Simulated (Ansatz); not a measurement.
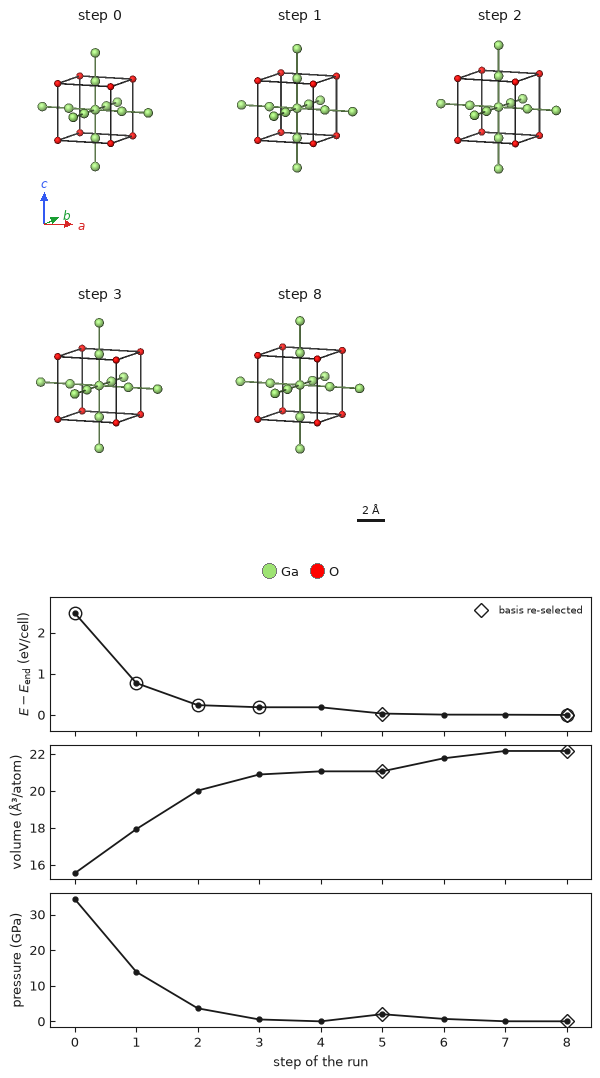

Frames of a relaxation of solid Ga4O (a generated structure, set up in Pm-3m) (coarse preliminary run), marked on the history of the run. A ball-and-stick model of the cell of the calculation, seen slightly off an axis.

These are results of DFT PBE, scalar-relativistic, plane waves, PAW in Ansatz, not measurements.

Input file:
```yaml
crystal:
  lattice:
    - [4.26769719, 0.0, 0.0]
    - [0.0, 4.26769719, 0.0]
    - [0.0, 0.0, 4.26769719]
  atoms:
    - { symbol: Ga, position: [0.5, 0.5, 0.5] }
    - { symbol: Ga, position: [0.0, 0.5, 0.5] }
    - { symbol: Ga, position: [0.5, 0.0, 0.5] }
    - { symbol: Ga, position: [0.5, 0.5, 0.0] }
    - { symbol: O, position: [0.0, 0.0, 0.0] }
basis:
  ecutwfc: 420
kpoints:
  mp_grid: { grid: [4, 4, 4] }
hamiltonian:
  xc: pbe
scf:
  occupations: { method: gaussian, width: 0.1 }
  lower_state_search: "off"
output:
  forces: true
  stress: true
  eigenvalues: true
relax:
  adjacent_minimum: "off"
  f_tol: 0.04
  max_steps: 70
  cell: { stress_tol: 0.4 }
```

Run as
```bash
ansatz run input.yaml --threads 1 --pin off --max-ram 2560MiB --backend cpu --events-out ev --progress --plain --runs-dir out
```

### Describe the path.

After 6 accepted moves (8 points after the start) the energy has fallen by 2.476 eV per cell of the calculation. All forces vanish by symmetry, so only the cell relaxes. Pressure: 34.33 GPa at the start and 0.03 GPa at the end. At 2 points the geometry stayed and the basis and grid were re-selected for the new cell (energy shift of 0.153 eV per cell of the calculation at most each time). No atom moves by more than 0.005 Å relative to the cell. Cell: a = b = c 4.268 → 4.803 Å (+12.6 %). Volume +42.6 %. Near-neighbour distances that change, for instance: Ga1–Ga2 2.134 → 2.402 Å. The space group stays Pm-3m (No. 221). The run took 47 s on 1 thread of Intel(R) Xeon(R) Processor @ 2.50GHz (Skylake/Cascade Lake) (shared host), peak memory 0.4 GiB. From step 0 to 1: volume +15.3 %, energy −1.701 eV per cell of the calculation. From step 1 to 2: volume +11.6 %, energy −0.536 eV per cell of the calculation. From step 2 to 3: volume +4.4 %, energy −51.6 meV per cell of the calculation. From step 3 to 8: volume +6.1 %, energy −0.187 eV per cell of the calculation.
